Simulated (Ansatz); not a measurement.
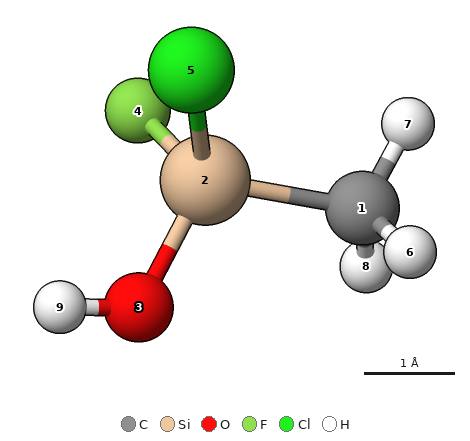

The starting structure (ball-and-stick view, seen at a tilt; atoms are numbered from 1 in the order of the input). Bond lengths as drawn: Cl–Si 2.05 Å, C–H 1.09 Å, C–Si 1.83 Å, F–Si 1.59 Å, H–O 0.96 Å and O–Si 1.62 Å.

**CH₄ClFOSi: geometry relaxation**

- system: CH₄ClFOSi
- method: PBE/def2-SVP, RKS (Ansatz 0.2.0)

The geometry comes from this level: PBE0-D4/def2-TZVP. Figures and captions count atoms from 1; the log counts them from 0 in places.

What the program printed
```
The last accepted step is kept in runs//last_step.txt (removed where the run ends without a failure and the disk answers)
Functional definition: PBE
  name "PBE"
  parameter kappa = 0.804
  parameter beta = 0.06672455060314922
  exchange = pbe_x(kappa = kappa, mu = beta*pi^2/3)
  correlation = pbe_c(beta = beta)
1072 factors; their error is unknown
mean field evaluation 1: about -26233.0789 eV, gradient 7.7e1 eV
mean field evaluation 2: about -26207.3176 eV, gradient 1.3e2 eV
mean field evaluation 4: about -26244.6443 eV, gradient 7.6e0 eV
mean field evaluation 8: about -26244.7565 eV, gradient 2.0e-1 eV
mean field evaluation 16: about -26244.6910 eV, gradient 1.4e-4 eV
mean field -26244.69100936 eV, -964.4746053035 hartree, gradient 2.2e-5 eV, S^2 0.000000; 0 other end points of the search recorded, 0 dependent functions left out
the calculation of the forces begins
reference -26244.69104020 eV, -964.4746064368 hartree; 29, 29 occupied and 69, 69 virtual orbitals, 1072 factors
relax step   1: F+E_penalty+E_count = -26244.69100936 eV  Δ(F+E_penalty+E_count) = +0.000e0 eV  max|allowed force component| = 1.289e0 eV/Å  Δτ_max = 0.0000 Å  (27 SCF iters, accepted)
these checks for a lower state are left out or cut short: starts, cluster_reference, orbital_swaps, neighbouring_geometries, increment
1072 factors; their error is unknown
mean field -26244.75746163 eV, -964.4770473794 hartree, gradient 1.3e-5 eV, S^2 0.000000; 0 other end points of the search recorded, 0 dependent functions left out
the calculation of the forces begins
reference -26244.75749265 eV, -964.4770485194 hartree; 29, 29 occupied and 69, 69 virtual orbitals, 1072 factors
relax step   2: F+E_penalty+E_count = -26244.75746163 eV  Δ(F+E_penalty+E_count) = -6.645e-2 eV  max|allowed force component| = 6.876e-1 eV/Å  Δτ_max = 0.0363 Å  (28 SCF iters, accepted)
these checks for a lower state are left out or cut short: starts, cluster_reference, orbital_swaps, neighbouring_geometries, increment
1072 factors; their error is unknown
mean field evaluation 32: about -26244.7763 eV, gradient 1.4e-5 eV
mean field -26244.77627887 eV, -964.4777389003 hartree, gradient 1.4e-5 eV, S^2 0.000000; 0 other end points of the search recorded, 0 dependent functions left out
the calculation of the forces begins
reference -26244.77630989 eV, -964.4777400403 hartree; 29, 29 occupied and 69, 69 virtual orbitals, 1072 factors
relax step   3: F+E_penalty+E_count = -26244.77627887 eV  Δ(F+E_penalty+E_count) = -1.882e-2 eV  max|allowed force component| = 1.547e-1 eV/Å  Δτ_max = 0.0231 Å  (28 SCF iters, accepted)
these checks for a lower state are left out or cut short: starts, cluster_reference, orbital_swaps, neighbouring_geometries, increment
1072 factors; their error is unknown
mean field -26244.77629766 eV, -964.4777395905 hartree, gradient 1.5e-5 eV, S^2 0.000000; 0 other end points of the search recorded, 0 dependent functions left out
the calculation of the forces begins
reference -26244.77632861 eV, -964.4777407280 hartree; 29, 29 occupied and 69, 69 virtual orbitals, 1072 factors
relax step   4: F+E_penalty+E_count = -26244.77629766 eV  Δ(F+E_penalty+E_count) = -1.878e-5 eV  max|allowed force component| = 2.146e-1 eV/Å  Δτ_max = 0.0406 Å  (28 SCF iters, accepted)
these checks for a lower state are left out or cut short: starts, cluster_reference, orbital_swaps, neighbouring_geometries, increment
1072 factors; their error is unknown
mean field -26244.77849873 eV, -964.4778204787 hartree, gradient 1.4e-5 eV, S^2 0.000000; 0 other end points of the search recorded, 0 dependent functions left out
the calculation of the forces begins
reference -26244.77852970 eV, -964.4778216168 hartree; 29, 29 occupied and 69, 69 virtual orbitals, 1072 factors
relax step   5: F+E_penalty+E_count = -26244.77849873 eV  Δ(F+E_penalty+E_count) = -2.201e-3 eV  max|allowed force component| = 2.412e-2 eV/Å  Δτ_max = 0.0169 Å  (28 SCF iters, accepted)
these checks for a lower state are left out or cut short: starts, cluster_reference, orbital_swaps, neighbouring_geometries, increment
1072 factors; their error is unknown
mean field -26244.77857415 eV, -964.4778232503 hartree, gradient 8.5e-6 eV, S^2 0.000000; 0 other end points of the search recorded, 0 dependent functions left out
the calculation of the forces begins
reference -26244.77860512 eV, -964.4778243883 hartree; 29, 29 occupied and 69, 69 virtual orbitals, 1072 factors
relax step   6: F+E_penalty+E_count = -26244.77857415 eV  Δ(F+E_penalty+E_count) = -7.542e-5 eV  max|allowed force component| = 8.056e-3 eV/Å  Δτ_max = 0.0043 Å  (23 SCF iters, accepted)
these checks for a lower state are left out or cut short: starts, cluster_reference, orbital_swaps, neighbouring_geometries, increment
1072 factors; their error is unknown
mean field -26244.77864479 eV, -964.4778258462 hartree, gradient 1.4e-5 eV, S^2 0.000000; 0 other end points of the search recorded, 0 dependent functions left out
the calculation of the forces begins
reference -26244.77867572 eV, -964.4778269828 hartree; 29, 29 occupied and 69, 69 virtual orbitals, 1072 factors
relax step   7: F+E_penalty+E_count = -26244.77864479 eV  Δ(F+E_penalty+E_count) = -7.064e-5 eV  max|allowed force component| = 1.509e-2 eV/Å  Δτ_max = 0.0170 Å  (28 SCF iters, accepted)
these checks for a lower state are left out or cut short: starts, cluster_reference, orbital_swaps, neighbouring_geometries, increment
1072 factors; their error is unknown
mean field evaluation 64: about -26244.7787 eV, gradient 1.1e-5 eV
mean field -26244.77867310 eV, -964.4778268865 hartree, gradient 1.1e-5 eV, S^2 0.000000; 0 other end points of the search recorded, 0 dependent functions left out
the calculation of the forces begins
reference -26244.77870403 eV, -964.4778280232 hartree; 29, 29 occupied and 69, 69 virtual orbitals, 1072 factors
relax step   8: F+E_penalty+E_count = -26244.77867310 eV  Δ(F+E_penalty+E_count) = -2.831e-5 eV  max|allowed force component| = 6.722e-3 eV/Å  Δτ_max = 0.0030 Å  (23 SCF iters, accepted)
these checks for a lower state are left out or cut short: starts, cluster_reference, orbital_swaps, neighbouring_geometries, increment
1072 factors; their error is unknown
mean field -26244.77867574 eV, -964.4778269836 hartree, gradient 1.5e-5 eV, S^2 0.000000; 0 other end points of the search recorded, 0 dependent functions left out
the calculation of the forces begins
reference -26244.77870667 eV, -964.4778281203 hartree; 29, 29 occupied and 69, 69 virtual orbitals, 1072 factors
relax step   9: F+E_penalty+E_count = -26244.77867574 eV  Δ(F+E_penalty+E_count) = -2.643e-6 eV  max|allowed force component| = 1.655e-3 eV/Å  Δτ_max = 0.0011 Å  (21 SCF iters, accepted)
```

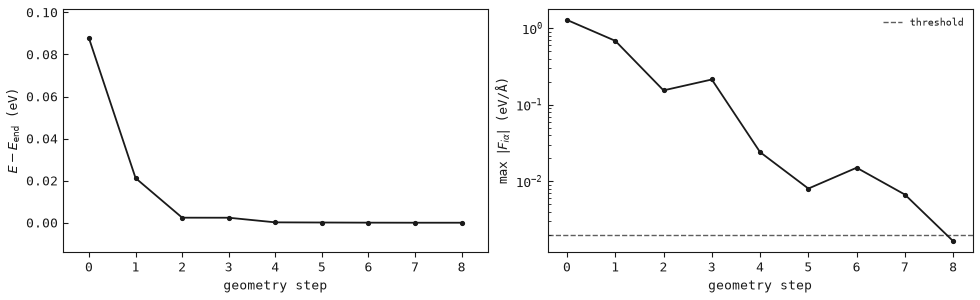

Progress of the relaxation, step by step (the first geometry is step 0 here and step 1 in the log).

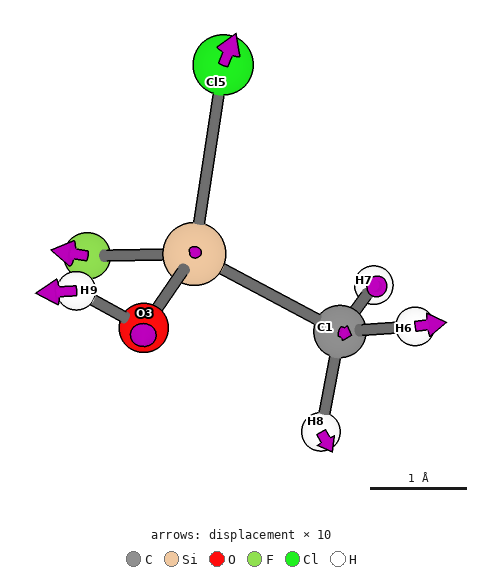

The starting structure with the displacements as pink arrows, magnified 10 times (ball-and-stick view, seen at a tilt). The two geometries are laid on each other by the best rigid fit. H9 moves most after the best rigid fit: 0.045 Å. Largest moves by element: H 0.045 Å, O 0.042 Å, F 0.041 Å, Cl 0.038 Å, C 0.015 Å, Si 0.011 Å. Distances before and after: Si2–F4 1.591 → 1.636 Å, Si2–O3 1.623 → 1.659 Å, Si2–Cl5 2.049 → 2.078 Å, C1–Si2 1.834 → 1.852 Å. Among the angles that change: Si2–O3–H9 119.2° → 116.3°. After 8 geometry steps the energy has fallen by 0.088 eV. Largest force component: 1.3 eV/Å at the start, 0.0017 eV/Å at the end. (Atoms are counted from 1 in the order of the input.)

```
1072 factors; their error is unknown
mean field -26244.77867574 eV, -964.4778269836 hartree, gradient 1.5e-5 eV, S^2 0.000000; 1 other end points of the search recorded, 0 dependent functions left out
the calculation of the forces begins
reference -26244.77870667 eV, -964.4778281203 hartree; 29, 29 occupied and 69, 69 virtual orbitals, 1072 factors
Total energy: -26244.77870667 eV, -964.4778281203 hartree
Atom 0 at    -1.156480    -0.179309     0.516454 Å, force    -0.000159     0.000012    -0.000549 eV/Å
Atom 1 at     0.560715     0.222593    -0.047977 Å, force    -0.000398    -0.001413     0.000836 eV/Å
Atom 2 at     1.049158    -0.911938    -1.155504 Å, force     0.000512    -0.000178    -0.000453 eV/Å
Atom 3 at     1.591763     0.232180     1.221624 Å, force     0.000002    -0.000461     0.000197 eV/Å
Atom 4 at     0.683128     2.131026    -0.861536 Å, force    -0.000354     0.001655    -0.000750 eV/Å
Atom 5 at    -1.866285    -0.130967    -0.332478 Å, force     0.000292     0.000073     0.000142 eV/Å
Atom 6 at    -1.487317     0.538097     1.292673 Å, force     0.000302     0.000327    -0.000019 eV/Å
Atom 7 at    -1.188278    -1.201711     0.943618 Å, force    -0.000067    -0.000088     0.000399 eV/Å
Atom 8 at     1.902296    -0.746471    -1.594074 Å, force    -0.000131     0.000073     0.000196 eV/Å
Dipole moment:    -0.113608    -0.165536    -0.115842 e Å
```

Trajectory as extended XYZ (Å, eV, eV/Å), 9 frames, from step=1 to step=9
```
9
Properties=species:S:1:pos:R:3:forces:R:3 step=1 energy=-26244.69101
C    -1.1424   -0.1786    0.5122    0.1879   0.0421  -0.0735
Si    0.5613    0.2184   -0.0380   -0.9632   0.3437  -0.3505
O     1.0481   -0.8866   -1.1225   -0.2570  -0.9602  -0.4641
F     1.5533    0.2303    1.2062    1.0081   0.0075   1.2891
Cl    0.6894    2.0975   -0.8451    0.0164   0.5925  -0.2464
H    -1.8336   -0.1419   -0.3315   -0.3691   0.0126  -0.4107
H    -1.4763    0.5347    1.2677   -0.1800   0.3511   0.3803
H    -1.1718   -1.1823    0.9424   -0.0340  -0.5006   0.2173
H     1.8607   -0.7380   -1.6086    0.5910   0.1113  -0.3415
9
Properties=species:S:1:pos:R:3:forces:R:3 step=2 energy=-26244.75746
C    -1.1477   -0.1796    0.5140   -0.0098   0.0025  -0.0059
Si    0.5663    0.2197   -0.0380   -0.5613   0.4727  -0.3297
O     1.0533   -0.8988   -1.1308    0.0000  -0.4943  -0.3582
F     1.5679    0.2290    1.2219    0.5577   0.0256   0.6876
Cl    0.6875    2.1324   -0.8548    0.0015  -0.0372   0.0182
H    -1.8492   -0.1417   -0.3364   -0.0973   0.0068  -0.1102
H    -1.4858    0.5393    1.2793   -0.0472   0.0957   0.1020
H    -1.1798   -1.1945    0.9477   -0.0060  -0.1354   0.0584
H     1.8763   -0.7523   -1.6200    0.1625   0.0633  -0.0622
9
Properties=species:S:1:pos:R:3:forces:R:3 step=3 energy=-26244.77628
C    -1.1551   -0.1794    0.5157   -0.0199  -0.0311   0.0176
Si    0.5655    0.2204   -0.0392   -0.0491   0.1547  -0.0768
O     1.0592   -0.9063   -1.1446   -0.0213  -0.1485  -0.0773
F     1.5852    0.2372    1.2347    0.0646  -0.0169   0.0844
Cl    0.6876    2.1314   -0.8546   -0.0049  -0.0263   0.0117
H    -1.8614   -0.1396   -0.3371    0.0174   0.0018   0.0044
H    -1.4933    0.5425    1.2853    0.0139  -0.0065  -0.0098
H    -1.1882   -1.1990    0.9509   -0.0030   0.0134  -0.0052
H     1.8891   -0.7539   -1.6283    0.0024   0.0594   0.0510
9
Properties=species:S:1:pos:R:3:forces:R:3 step=4 energy=-26244.77630
C    -1.1548   -0.1839    0.5198    0.0819   0.0807  -0.0586
Si    0.5676    0.2206   -0.0454   -0.2146  -0.1158   0.0952
O     1.0531   -0.9249   -1.1430    0.0805   0.0601  -0.0346
F     1.5891    0.2380    1.2293    0.0617   0.0174   0.0231
Cl    0.6855    2.1205   -0.8743    0.0107   0.0180  -0.0101
H    -1.8525   -0.1221   -0.3384   -0.0350   0.0022   0.0251
H    -1.4811    0.5344    1.2971   -0.0249   0.0023  -0.0085
H    -1.2052   -1.2073    0.9414    0.0401  -0.0094  -0.0074
H     1.8870   -0.7217   -1.6037   -0.0003  -0.0555  -0.0242
9
Properties=species:S:1:pos:R:3:forces:R:3 step=5 energy=-26244.77850
C    -1.1565   -0.1799    0.5171    0.0176   0.0061  -0.0114
Si    0.5636    0.2196   -0.0434   -0.0241   0.0024  -0.0009
O     1.0560   -0.9170   -1.1468    0.0111  -0.0017  -0.0115
F     1.5890    0.2357    1.2305    0.0015  -0.0033  -0.0022
Cl    0.6864    2.1242   -0.8659    0.0027   0.0065  -0.0009
H    -1.8635   -0.1288   -0.3342    0.0043  -0.0039   0.0041
H    -1.4879    0.5383    1.2923    0.0015  -0.0027   0.0036
H    -1.1914   -1.2025    0.9433   -0.0035  -0.0010   0.0026
H     1.8930   -0.7361   -1.6101   -0.0110  -0.0024   0.0166
9
Properties=species:S:1:pos:R:3:forces:R:3 step=6 energy=-26244.77857
C    -1.1563   -0.1798    0.5167   -0.0007   0.0019  -0.0020
Si    0.5622    0.2210   -0.0450    0.0032   0.0003   0.0009
O     1.0548   -0.9163   -1.1478   -0.0041   0.0003  -0.0063
F     1.5880    0.2353    1.2287    0.0003   0.0000  -0.0025
Cl    0.6878    2.1265   -0.8660   -0.0021  -0.0029   0.0014
H    -1.8647   -0.1295   -0.3333    0.0001  -0.0001   0.0017
H    -1.4872    0.5370    1.2935    0.0003  -0.0001  -0.0009
H    -1.1903   -1.2026    0.9427    0.0020   0.0002  -0.0005
H     1.8946   -0.7382   -1.6067    0.0010   0.0004   0.0081
9
Properties=species:S:1:pos:R:3:forces:R:3 step=7 energy=-26244.77864
C    -1.1566   -0.1796    0.5168    0.0029   0.0009  -0.0002
Si    0.5608    0.2223   -0.0474   -0.0088   0.0103  -0.0151
O     1.0485   -0.9118   -1.1558    0.0057  -0.0035   0.0087
F     1.5908    0.2346    1.2226    0.0066  -0.0068   0.0039
Cl    0.6849    2.1296   -0.8643   -0.0037  -0.0005   0.0041
H    -1.8664   -0.1287   -0.3320   -0.0010  -0.0007   0.0001
H    -1.4868    0.5360    1.2949    0.0004   0.0002  -0.0005
H    -1.1886   -1.2031    0.9414   -0.0009   0.0010   0.0000
H     1.9021   -0.7458   -1.5935   -0.0012  -0.0009  -0.0010
9
Properties=species:S:1:pos:R:3:forces:R:3 step=8 energy=-26244.77867
C    -1.1565   -0.1793    0.5165    0.0006   0.0006  -0.0005
Si    0.5607    0.2229   -0.0478    0.0006  -0.0067  -0.0003
O     1.0492   -0.9121   -1.1550    0.0005   0.0005  -0.0004
F     1.5919    0.2328    1.2216    0.0003  -0.0002   0.0019
Cl    0.6832    2.1307   -0.8621   -0.0007   0.0054  -0.0019
H    -1.8661   -0.1301   -0.3325   -0.0007   0.0002   0.0003
H    -1.4874    0.5373    1.2935    0.0004   0.0006  -0.0007
H    -1.1884   -1.2021    0.9427    0.0001  -0.0005   0.0004
H     1.9021   -0.7466   -1.5940   -0.0012   0.0002   0.0010
9
Properties=species:S:1:pos:R:3:forces:R:3 step=9 energy=-26244.77868
C    -1.1565   -0.1793    0.5165   -0.0002   0.0000  -0.0005
Si    0.5607    0.2226   -0.0480   -0.0004  -0.0014   0.0008
O     1.0492   -0.9119   -1.1555    0.0005  -0.0002  -0.0005
F     1.5918    0.2322    1.2216    0.0000  -0.0005   0.0002
Cl    0.6831    2.1310   -0.8615   -0.0004   0.0017  -0.0008
H    -1.8663   -0.1310   -0.3325    0.0003   0.0001   0.0001
H    -1.4873    0.5381    1.2927    0.0003   0.0003   0.0000
H    -1.1883   -1.2017    0.9436   -0.0001  -0.0001   0.0004
H     1.9023   -0.7465   -1.5941   -0.0001   0.0001   0.0002
```

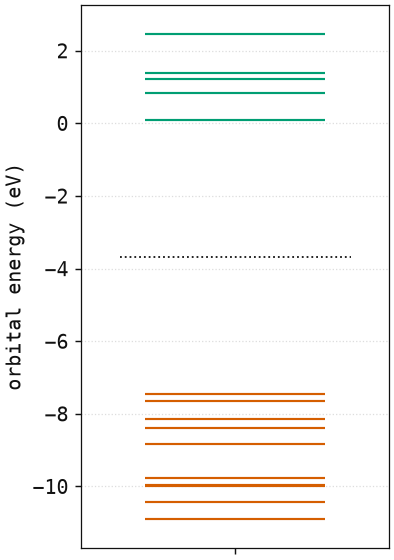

Orbital energies near the frontier; the dotted line parts filled from empty levels, and levels within 0.02 eV of each other stand side by side. Highest filled −7.46 eV, lowest empty 0.11 eV, 7.57 eV apart.

This output came from the following input.

Input
```yaml
basis:
  gaussian:
    orbitals: def2-SVP
crystal:
  periodic: [false, false, false]
  atoms:
    - {symbol: C, position_ang: [-1.142400, -0.178600, 0.512200]}
    - {symbol: Si, position_ang: [0.561300, 0.218400, -0.038000]}
    - {symbol: O, position_ang: [1.048100, -0.886600, -1.122500]}
    - {symbol: F, position_ang: [1.553300, 0.230300, 1.206200]}
    - {symbol: Cl, position_ang: [0.689400, 2.097500, -0.845100]}
    - {symbol: H, position_ang: [-1.833600, -0.141900, -0.331500]}
    - {symbol: H, position_ang: [-1.476300, 0.534700, 1.267700]}
    - {symbol: H, position_ang: [-1.171800, -1.182300, 0.942400]}
    - {symbol: H, position_ang: [1.860700, -0.738000, -1.608600]}
magnetization:
  spin_polarized: false
  initial_magnetization: 0
output: {orbitals: {seedname: orbitals}}
hamiltonian:
  xc: {name: PBE}
relax:
  f_tol: 0.002
```

Launch command:
```bash
ansatz run molecule.yaml --threads 1 --pin off --max-ram 3480MiB --events-out events.jsonl --progress --plain --runs-dir runs
```

Key numbers

| quantity | value |
| --- | --- |
| outcome | converged |
| total energy | −964.477828 hartree |
| basis functions | 98 |
| largest force | 0.002 eV/Å |
| SCF solution under orbital rotations | stable |
| HOMO | −7.46 eV |
| LUMO | 0.11 eV |
| dipole moment | 1.11 D |
| hardware | 1 thread of Intel Xeon @ 2.50GHz (Skylake/Cascade Lake), 16 GiB of memory available, shared host |
| wall time | 50 s |
| peak memory | 0.2 GiB |
